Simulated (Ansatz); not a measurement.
## Electronic structure of CH$_{3}$F$_{2}$Ga (SMILES F[CH](F)[GaH2]) in real space

Input

```
crystal:
  periodic: [false, false, false]
  atoms:
    - {symbol: F, position_ang: [-0.149913, -1.605825, 0.831774]}
    - {symbol: C, position_ang: [0.533647, -0.449318, 0.537057]}
    - {symbol: F, position_ang: [1.662769, -0.812126, -0.145601]}
    - {symbol: Ga, position_ang: [-0.669892, 0.695690, -0.621182]}
    - {symbol: H, position_ang: [0.862923, -0.027940, 1.493183]}
    - {symbol: H, position_ang: [-1.331685, 1.974316, -0.002960]}
    - {symbol: H, position_ang: [-0.907858, 0.225213, -2.092271]}
basis:
  gaussian: {orbitals: def2-TZVPP}
hamiltonian: {xc: pbe0, dispersion: d4}
output: {orbitals: {seedname: orbitals}}
```

Command:

```sh
ansatz run in.yaml --threads 2 --pin off --events-out ev --progress --plain --max-ram 4352MiB
```

Geometry: PBE0-D4/def2-TZVP.

Computed with RKS PBE0-D4/def2-TZVPP in Ansatz.

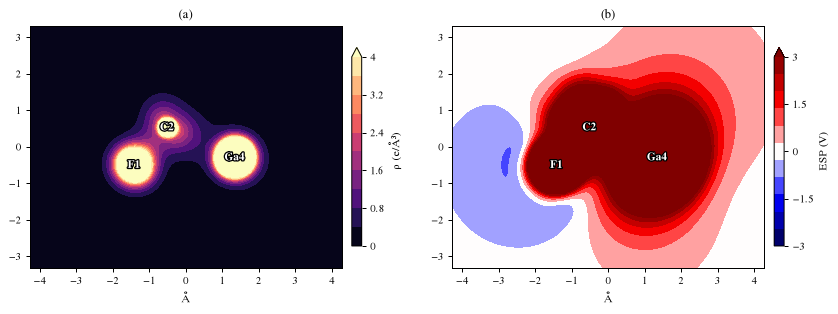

Figure 1. (a) total electron density; (b) molecular electrostatic potential on the plane of atoms F1, C2 and Ga4.

Q: Read the bonding off the picture.

A:
- The section cuts through F, C and Ga sites.
- C–F (1.38 Å): the density is about 2.1 e/Å³ at the midpoint, with its minimum of 1.7 e/Å³ about 0.5 Å from C.
- C–Ga (2.03 Å): the density is about 0.77 e/Å³ at the midpoint.
- Outside the dense part of the molecule the potential is most negative (−0.9 V) near F1.

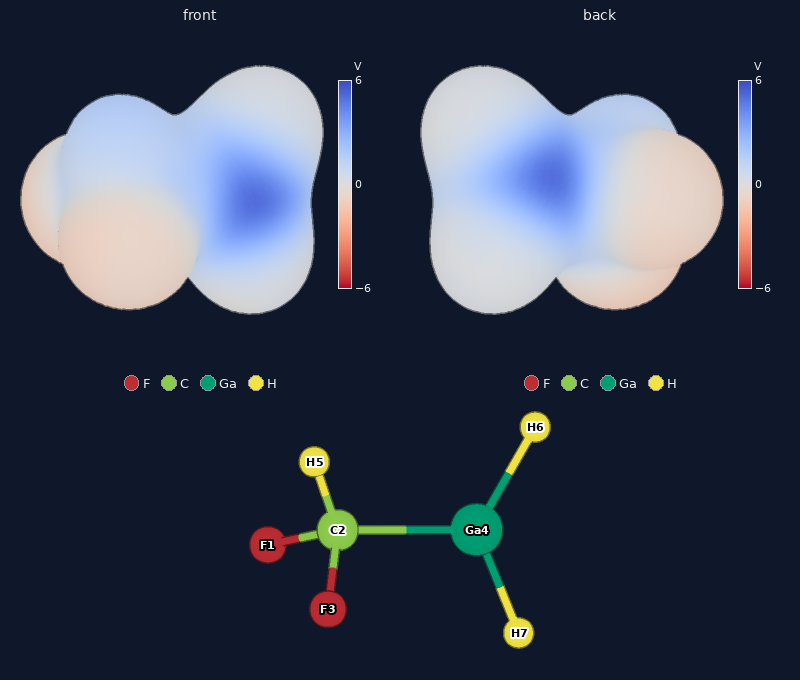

Figure 2. The electrostatic potential painted on the density surface at 0.004 e/bohr³, seen from the front and from behind; the colour scale runs from red (negative) to blue (positive). The bare structure is drawn below in the same view.

Q: Where is the surface potential most negative and most positive?

A: The most negative region (about −1.0 V, or −23 kcal/mol for a unit charge) lies over F1 and F3, the most positive (about +4.9 V, or +113 kcal/mol for a unit charge) over Ga4.

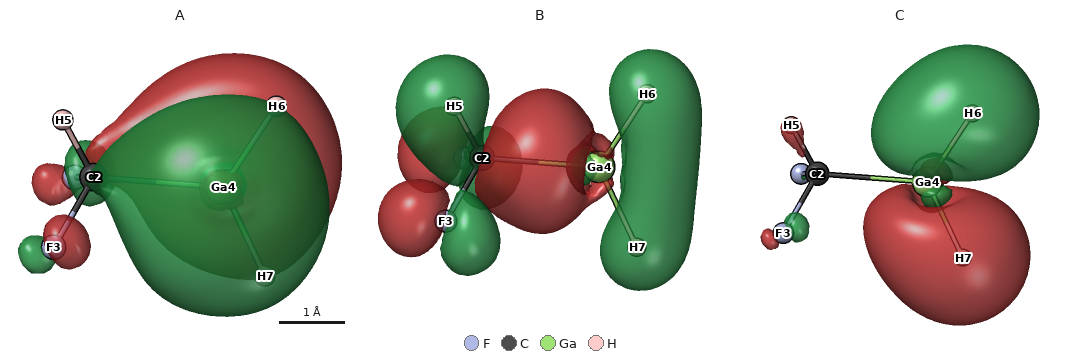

Figure 3. Three frontier orbitals at ±0.08 Å⁻³ᐟ² (green and red are the two phases), in no order.

Q: Which picture is the HOMO−1, the HOMO and the LUMO?

A: C is the HOMO−1 (−8.99 eV). By Hirshfeld shares it lies mainly on Ga4 (about 40 %), H7 (about 30 %) and H6 (about 30 %). B is the HOMO (−7.87 eV). Its weight (Hirshfeld) is mainly on C2 (about 30 %), Ga4 (about 20 %), F3 (about 15 %), F1 (about 15 %) and H5 (about 5 %). A is the LUMO (−2.06 eV). By Hirshfeld shares it lies mainly on Ga4 (about 80 %) and C2 (about 5 %).

Q: What is the HOMO–LUMO gap?

A: 5.81 eV between the orbital energies.
